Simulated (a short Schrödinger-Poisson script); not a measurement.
System: gated Al0.3Ga0.7N/GaN polarisation-induced gas, at 300 K.

```tsv
layer	material	thickness (nm)	Na (cm⁻³)
1	Al0.3Ga0.7N	10	-
2	GaN	6000	3e15
```

Constants are typed, rounded textbook-type inputs, not results; the design itself was drawn at random and stands for no fabricated device. Al0.3Ga0.7N: permittivity 9.32, conduction-band edge (eV) 0.414, gap (eV) 4.021, electron mass (mₑ) 0.236, Nv at 300 K (cm⁻³) 4.6e19. GaN: permittivity 9.5, conduction-band edge (eV) 0, gap (eV) 3.43, Nv at 300 K (cm⁻³) 4.6e19.

Channel valleys (confinement mass, in-plane density-of-states mass, number): Γ 0.2, 0.2, 1. At the gate the conduction-band edge of layer 1 lies 1.23 eV − eVg above the Fermi level of the channel; the field vanishes at the back. Sheet of polarisation charge: +1.5e13 e/cm² at 10 nm from the gate. The barrier under the gate holds no holes. Gaps are held at their typed values at every temperature. Mesh 0.08 nm at interfaces.

Solved with a short Schrödinger-Poisson script written for these runs: 1D Poisson equation in equilibrium, electrons quantum, Hartree (BenDaniel-Duke, 40 states a valley, the channel's in-plane mass for all, wave functions free to enter the barrier), parabolic valleys, classical holes, full ionisation, no traps, pinning or gate leakage.

Only gate voltages with over 1e8 electrons/cm² are shown.

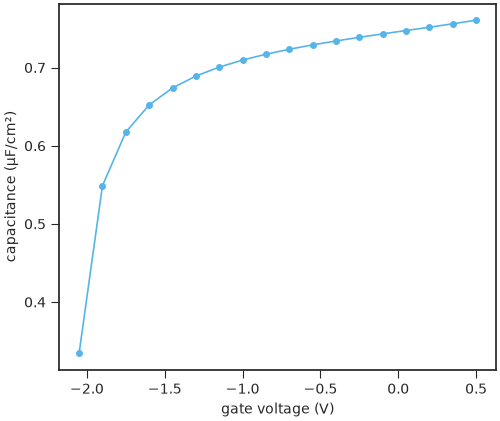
*Quasi-static capacitance against gate voltage*

```
Vg (V)  electrons (cm⁻²)  in the channel layer  C (μF/cm²)  Γ E0 (meV)  Γ E1 (meV)
------  ----------------  --------------------  ----------  ----------  ----------
0.5              1.12e13               1.02e13       0.761      -116.9        10.9
0.2              9.76e12               9.04e12       0.752      -102.2        16.5
-0.1             8.36e12               7.85e12       0.743       -87.2        22.1
-0.4             6.97e12               6.63e12       0.734       -71.9        27.9
-0.7             5.61e12               5.39e12       0.723       -56.1        34.0
-1               4.27e12               4.14e12       0.710       -39.3        40.7
-1.3             2.96e12               2.89e12       0.689       -20.6        48.6
-1.6             1.70e12               1.67e12       0.652         2.4        59.7
-1.9             5.51e11               5.47e11       0.549        39.8        82.8
```

Subbands count from the Fermi level.
